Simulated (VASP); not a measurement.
Band structure of Al₂O₃ (corundum). These are PBEsol GGA, VASP's PBE PAW potentials (set 64) (plane waves; VASP) values and carry that method's errors.

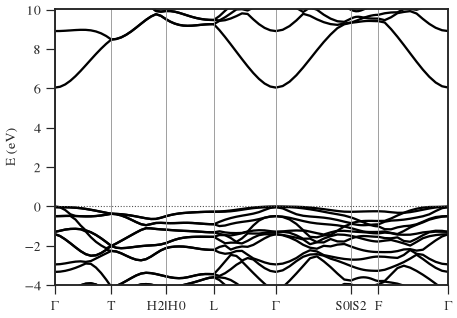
Figure: Bands along high-symmetry lines, zero at the valence-band maximum or, without a gap, the Fermi level

Read the plot: is there a gap, and where are the band edges?

The gap is direct, 6.04 eV, from the valence maximum at Γ to the conduction minimum at Γ. (Edges off the drawn lines would not show.)

The compound is Al2O3 in the corundum structure. It was relaxed first.
